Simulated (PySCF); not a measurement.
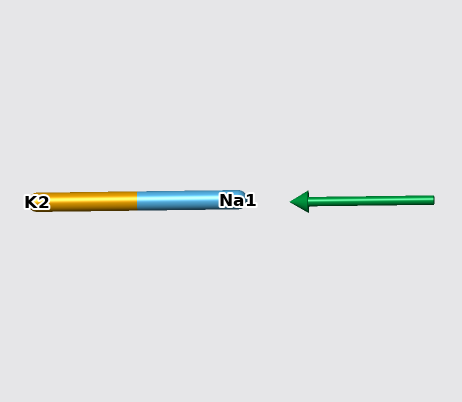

The arrow beside the molecule shows the direction of the dipole moment, from the negative to the positive end (its length means nothing). The geometry was computed by an optimisation with PBE0-D3(BJ)/def2-TZVP. No frequency run is at hand to confirm it as a minimum. Level of theory: WP04/pcSseg-2 in chloroform (IEF-PCM) (PySCF 2.14.0).

How large is the dipole moment?

Answer. 5.26 D; it points from the side of Na1 to the side of K2 (the outermost atoms at the two ends).
